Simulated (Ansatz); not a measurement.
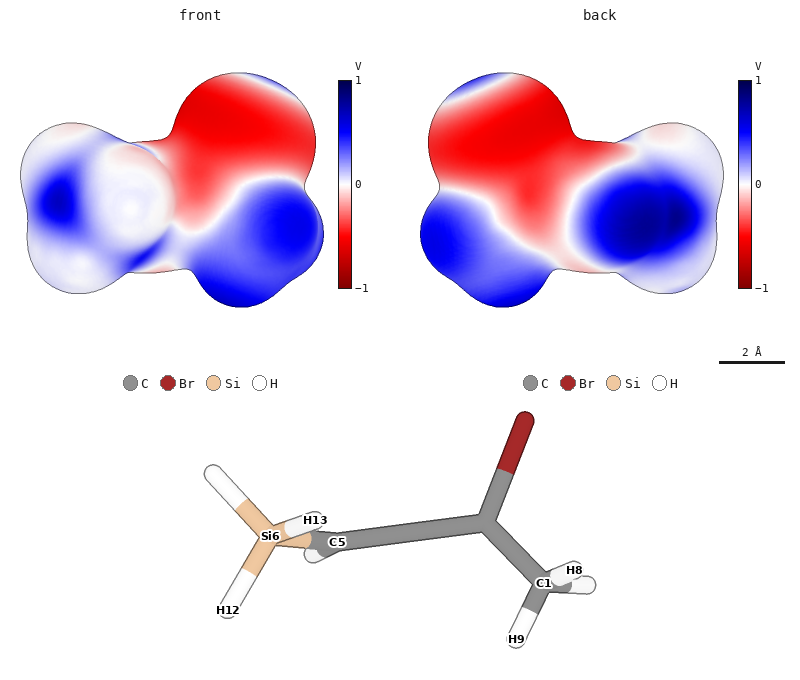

Figure. C4H7BrSi (SMILES CC(Br)=C=C[SiH3]). The electrostatic potential painted on the density surface at 0.001 e/bohr³, seen from the front and from behind; the colour scale runs from red (negative) to blue (positive). The bare structure is drawn below in the same view.

Method: Ansatz, RKS PBE/def2-SVP.

```yaml
atoms:
  - { symbol: C, position_ang: [-0.1574, -2.4351, 0.3688] }
  - { symbol: C, position_ang: [0.6042, -1.3125, -0.2722] }
  - { symbol: Br, position_ang: [2.4580, -1.7011, -0.6617] }
  - { symbol: C, position_ang: [0.1480, -0.1183, -0.5956] }
  - { symbol: C, position_ang: [-0.3057, 1.0903, -0.8734] }
  - { symbol: Si, position_ang: [-0.2170, 2.5279, 0.3473] }
  - { symbol: H, position_ang: [-0.1663, -3.3309, -0.2864] }
  - { symbol: H, position_ang: [0.3144, -2.7309, 1.3288] }
  - { symbol: H, position_ang: [-1.2032, -2.1278, 0.5652] }
  - { symbol: H, position_ang: [-0.7535, 1.2750, -1.8715] }
  - { symbol: H, position_ang: [0.5964, 3.6518, -0.2387] }
  - { symbol: H, position_ang: [-1.6016, 3.0567, 0.6170] }
  - { symbol: H, position_ang: [0.4060, 2.0619, 1.6308] }
```

### Describe the electrostatic potential map.

The most negative region (about −0.6 V) lies over Br3, the most positive (about +0.8 V) over Si6 and H10. Br3 shows a σ-hole: about +0.4 V at the tip opposite its bond, against about −0.5 V on its flanks.
